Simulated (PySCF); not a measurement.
# RuBr₂: quintet, from a linear start

The task is one start of a wider search on RuBr₂: the quintet, from a linear start. It is relaxed, tested by its Hessian and followed downhill if it is a saddle.

Computed with PySCF 2.14.0. Level: PBE0, basis Ru def2-TZVP with ECP28, Br def2-TZVP, scalar-relativistic core potentials, no spin–orbit coupling, density fitting.

### Step 1. Starting geometry

3 atoms, charge 0, spin multiplicity 5.

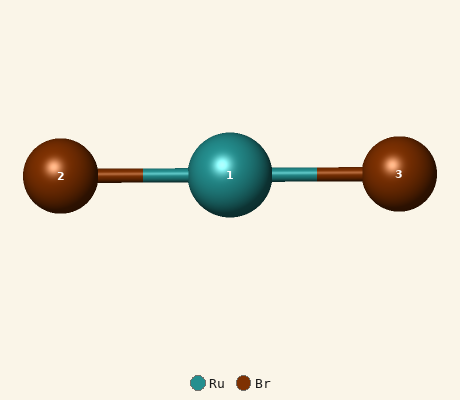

The starting geometry (ruthenium teal, bromine brown); atoms are numbered from 1 in the order of the file.

```xyz
3
charge 0 multiplicity 5
Ru    0.0000    0.0000    0.0000
Br    0.0000    0.0000    2.3900
Br    0.0000    0.0000   -2.3900
```

### Step 2. Finding the electronic state

One driver script runs all steps and calls PySCF; scf.py shows how it sets up the SCF of each step. The optimiser is the driver's own. After this first run the driver tries any further starts and a stability analysis.

The input, scf.py:

```python
from pyscf import gto, scf, dft
mol = gto.M(atom='''
Ru     0.000000     0.000000     0.000000
Br     0.000000     0.000000     2.390000
Br     0.000000     0.000000    -2.390000''',
    basis={'Ru': 'def2-TZVP', 'Br': 'def2-TZVP'},
    ecp={'Ru': 'def2-TZVP'},
    charge=0, spin=4)
mf = dft.UKS(mol, xc='PBE0')
mf.grids.atom_grid = (50, 194)
aux = {'Ru': 'def2-universal-JKFIT', 'Br': 'def2-universal-JKFIT'}
mf = mf.density_fit(auxbasis=aux)
mf.conv_tol = 1e-08
mf.diis_space = 10
mf.max_cycle = 60
mf.init_guess = 'minao'
mf.verbose = 4
mf.kernel()
```

On the command line:

```bash
$ OMP_NUM_THREADS=4 python axn.py task.json out
```

Standard output:

```text
init E= -5232.71473676017
[... the frontier-level lines of each cycle are left out ...]
cycle= 1 E= -5240.68660409516  delta_E= -7.97  |g|= 1.96  |ddm|=  3.2
cycle= 2 E= -5229.57351741762  delta_E= 11.1  |g|= 3.53  |ddm|= 10.9
cycle= 3 E= -5241.51194885319  delta_E= -11.9  |g|= 1.33  |ddm|= 10.8
cycle= 4 E= -5242.52163026469  delta_E= -1.01  |g|= 0.499  |ddm|= 1.29
cycle= 5 E= -5242.63756642092  delta_E= -0.116  |g|= 0.255  |ddm|= 0.392
cycle= 6 E= -5242.66111051001  delta_E= -0.0235  |g|= 0.14  |ddm|= 0.175
cycle= 7 E= -5242.67039478049  delta_E= -0.00928  |g|= 0.0613  |ddm|= 0.107
cycle= 8 E= -5242.6721640053  delta_E= -0.00177  |g|= 0.00552  |ddm|= 0.055
cycle= 9 E= -5242.67218388728  delta_E= -1.99e-05  |g|= 0.00212  |ddm|= 0.00601
cycle= 10 E= -5242.67218692792  delta_E= -3.04e-06  |g|= 0.000741  |ddm|= 0.0027
cycle= 11 E= -5242.67218737696  delta_E= -4.49e-07  |g|= 9.91e-05  |ddm|= 0.00125
cycle= 12 E= -5242.67218740991  delta_E= -3.29e-08  |g|= 3.68e-05  |ddm|= 0.000343
cycle= 13 E= -5242.67218741891  delta_E= -9e-09  |g|= 2.37e-05  |ddm|= 0.000186
Extra cycle  E= -5242.67218742253  delta_E= -3.61e-09  |g|= 2.45e-05  |ddm|= 9.72e-05
converged SCF energy = -5242.67218742253  <S^2> = 6.0103829  2S+1 = 5.0041514
```

This step, with its further starts and checks, ran for 37 s (4 threads of Arm Neoverse V1, shared host).

Energies from each starting density:

```tsv
start	energy (Eh)
the minimal-basis guess	-5242.672187
a thermally smeared density	-5242.672186
a smeared PBE density	-5242.672187
```

No lower solution of this spin turned up from the other starts or in the test of internal stability.

### Step 3. Relaxing the quintet from the linear start

The program finds D∞h symmetry in the start, which this walk keeps. The walk stops when the largest gradient is under 0.0003 Eh/bohr and the energy has settled too.

Edit scf.py of step 2 so:

```diff
@@ -16 +15,0 @@
-mf.init_guess = 'minao'
```

Steps of the walk:

```tsv
step	energy (Eh)	change (kJ/mol)	largest symmetric gradient (Eh/bohr)
0	-5242.672187	0.00	0.00444
1	-5242.672318	-0.34	0.00147
2	-5242.672335	-0.39	0.00005
```

The walk took 30 s.

Geometry (Å) and forces (eV/Å) at some steps:

```
step 0
Ru   0.000   0.000   0.000   0.000   0.000   0.000
Br   0.000   0.000   2.390   0.000   0.000  -0.228
Br   0.000   0.000  -2.390   0.000   0.000   0.228
step 1
Ru   0.000   0.000   0.000   0.000   0.000   0.000
Br   0.000   0.000   2.379   0.000   0.000  -0.076
Br   0.000   0.000  -2.379   0.000   0.000   0.076
step 2
Ru   0.000   0.000   0.000   0.000   0.000   0.000
Br   0.000   0.000   2.373   0.000   0.000   0.003
Br   0.000   0.000  -2.373   0.000   0.000  -0.003
```

End point (D∞h, 2 steps, 0.4 kJ/mol gained): Ru–Br 2.373 Å (×2); Br–Ru–Br 180.0°.

### Step 4. Is it a minimum? Harmonic modes

The point is checked on the finer grid, and tightened if its gradient asks for it. The Hessian and the dipole derivatives come from central differences of analytic gradients, with steps of 0.02 bohr.

Edit scf.py of step 3 so:

```diff
@@ -3,3 +3,3 @@
-Ru     0.000000     0.000000     0.000000
-Br     0.000000     0.000000     2.390000
-Br     0.000000     0.000000    -2.390000''',
+Ru    -0.000000     0.000000     0.000000
+Br    -0.000000     0.000000     2.372864
+Br     0.000000     0.000000    -2.372864''',
@@ -10 +10 @@
-mf.grids.atom_grid = (50, 194)
+mf.grids.atom_grid = (75, 302)
@@ -13 +13 @@
-mf.conv_tol = 1e-08
+mf.conv_tol = 1e-10
```

The driver hands on the density of the step before, so the log starts near convergence.

Log of the central SCF (cycles and frontier levels):

```text
init E= -5242.67222553361
[... the frontier-level lines of each cycle are left out ...]
cycle= 1 E= -5242.6722255337  delta_E= -9.37e-11  |g|= 3.25e-06  |ddm|= 1.28e-05
Extra cycle  E= -5242.67222553379  delta_E= -8.46e-11  |g|= 3.5e-06  |ddm|= 1.28e-05
converged SCF energy = -5242.67222553379  <S^2> = 6.0102265  2S+1 = 5.0040889
```

The whole step took 3.5 min.

Geometry: D∞h; Ru–Br 2.373 Å (×2); Br–Ru–Br 180.0°.

Harmonic modes (main isotopes):

```csv
ω (cm⁻¹),IR (km/mol),μ (u)
44,3.8,91.45
44,3.8,91.45
220,0.0,78.92
325,104,91.45
```

μ is the mass of the mode for normalised Cartesian displacements, not the reduced mass of the usual diatomic formula.

Every mode is real; the point is a minimum.

The SCF density has lower symmetry than the nuclear frame, so the modes carry no labels; pairs that should be degenerate can split.

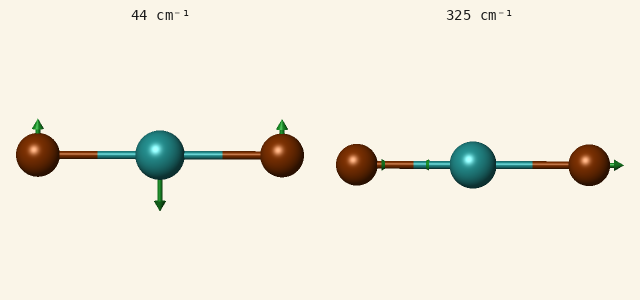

How the atoms move in 2 of the modes.

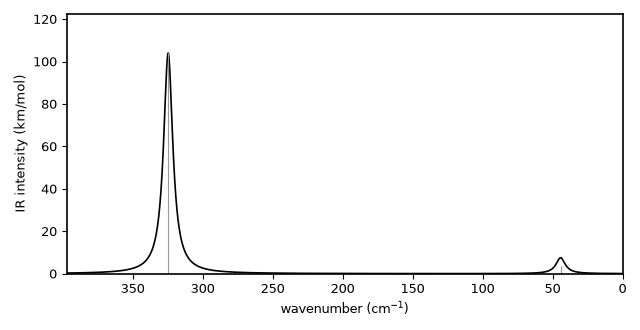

The harmonic infrared spectrum (widths in cm⁻¹). Lines are broadened to a width of 8 cm⁻¹ (Lorentzian).

Constants and moments:

```
Dipole moment                                                   : 0.00 D
Highest occupied level                                          : -7.81 eV
Lowest empty level                                              : -4.19 eV
Rotational constants                                            : 0.01897 cm⁻¹
Zero-point energy                                               : 3.8 kJ/mol
Principal polarisabilities                                      : 51.2, 51.2, 136.6 bohr³
Atomisation energy without zero-point energy                    : 667 kJ/mol
Principal traceless quadrupole moments about the centre of mass : -8.24, 4.12, 4.12 D Å
Entropy at 298.15 K and 1 bar (electronic part: spin only)      : 327.4 J/(mol K)
Heat capacity Cp at 298.15 K                                    : 60.0 J/(mol K)
Enthalpy at 298.15 K above 0 K                                  : 15.54 kJ/mol
Rotational symmetry number                                      : 2
Spin squared ⟨S²⟩                                               : 6.010
```

Populations by atom (charges in e):

```
 atom  Mulliken  Löwdin  polar tensor  spin (Mulliken)  Mayer order to Ru1
  Ru1      0.70    0.01          1.18             3.56                   –
Br2,3     -0.35    0.00         -0.59             0.22                1.08
```

Outer orbital energies (eV). α occupied: -10.33, -9.45, -9.42, -9.05, -9.05, -8.51, -7.93, -7.93; empty: -0.76, -0.42, -0.42, 1.21. β occupied: -21.11, -11.16, -9.27, -9.25, -9.25, -8.60, -8.60, -7.81; empty: -4.19, -3.90, -3.90, -3.43.

Mulliken populations on Ru1 (outside its core potential): s 2.52, p 6.24, d 6.53, f 0.00.

### Step 5. Results

| quantity | value |
| --- | --- |
| minimum | quintet, D∞h |
| geometry | Ru–Br 2.373 Å (×2); Br–Ru–Br 180.0° |
| wavenumbers (cm⁻¹) | 44, 44, 220, 325 |
| dipole moment | 0.00 D |
| highest occupied, lowest empty level (either spin) | -7.81, -4.19 eV |
| polar-tensor charge of Ru1 | +1.18 e |
| zero-point energy | 3.8 kJ/mol |
| entropy at 298.15 K | 327.4 J/(mol K) |
| atomisation energy (no zero-point energy) | 667 kJ/mol |
| ⟨S²⟩ | 6.010 |

What this shows: The linear start keeps its D∞h symmetry and ends in a minimum. In the infrared the band at 325 cm⁻¹ (stretch) leads. The dipole vanishes although Ru1 carries +1.2 e by the polar tensor: the bond dipoles cancel. Most of the spin sits on Ru1 (Mulliken spin 3.56, against 4 for the whole molecule). Only this shape and spin were tried, so other structures or states may lie lower. The SCF density has lower symmetry than the nuclear frame. Open d and f shells are described by one determinant, and the ground state may have another occupation or spin.

The search up to here took 4.6 min.
